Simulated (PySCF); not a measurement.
```xyz
2

Ge    0.0000    0.0000   -0.6352
P     0.0000    0.0000    1.5158
```

Level of theory: PBE0/def2-SVP, non-relativistic Hamiltonian with scalar-relativistic core potentials where named, at a bond length of 2.151 Å in PySCF 2.14.0.

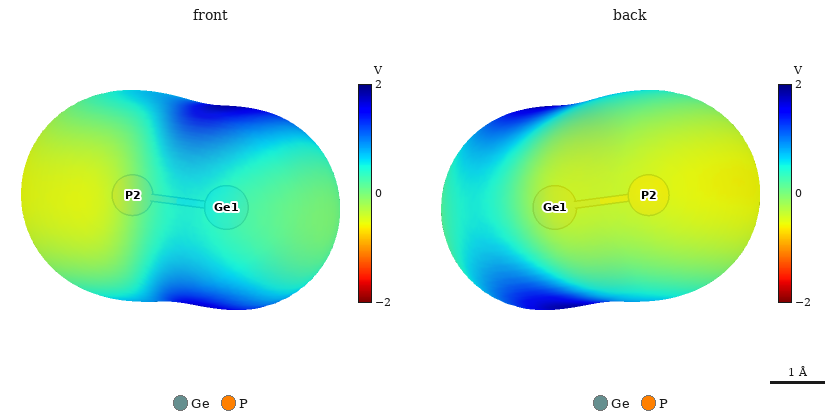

GeP (doublet). The molecular electrostatic potential painted on the density surface at 0.002 e/bohr³, seen from the front and from behind; red is negative and blue positive.

### Where is the surface potential most negative and most positive?

The most negative region (about −0.6 V) lies over P2, the most positive (about +1.8 V) over Ge1.
